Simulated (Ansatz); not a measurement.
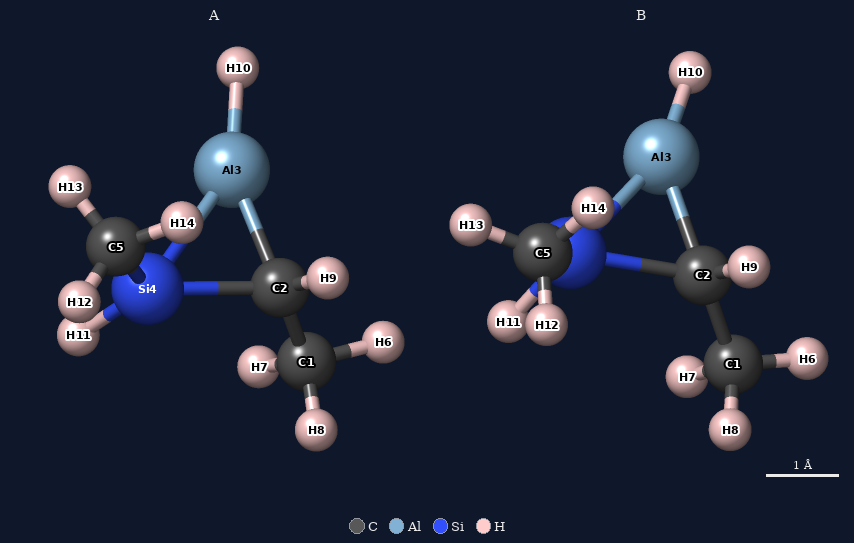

Two geometries of C3H9AlSi, drawn at one scale. One is the start of a relaxation, the other its converged end. The picture is a ball-and-stick view, seen from a free direction.

All numbers below come from RKS PBE0-D4/STO-3G (Ansatz 0.2.0). Settings: no spin polarisation; force threshold 0.015 eV/Å; at most 40 steps.

Q: Which one is relaxed?

A: Structure B is the relaxed one. The run prepares an end point of a later path (torsion) calculation, from a guessed geometry. The atom that moves furthest after the best rigid fit is H13 (0.74 Å). Largest moves by element: H 0.74 Å, Si 0.53 Å, C 0.24 Å, Al 0.22 Å. Among the contacts that change: Al3–Si4 2.380 → 2.194 Å, Al3–H10 1.634 → 1.501 Å, C1–H6 1.185 → 1.102 Å, Si4–H11 1.508 → 1.450 Å. Among the angles between lasting bonds that change: Al3–Si4–C5 111.5° → 129.9°, C5–Si4–H11 124.1° → 108.8°, Al3–Si4–H11 106.9° → 120.7°. Over 13 accepted moves (16 points after the start) the energy falls by 41.3 kcal/mol. Largest force component: 4.4 eV/Å at the start, 0.0077 eV/Å at the end. The line search rejected the trial steps at points 4, 7, 11 of the run.

Limits of the set-up: STO-3G is a minimal basis, so the numbers are rough.
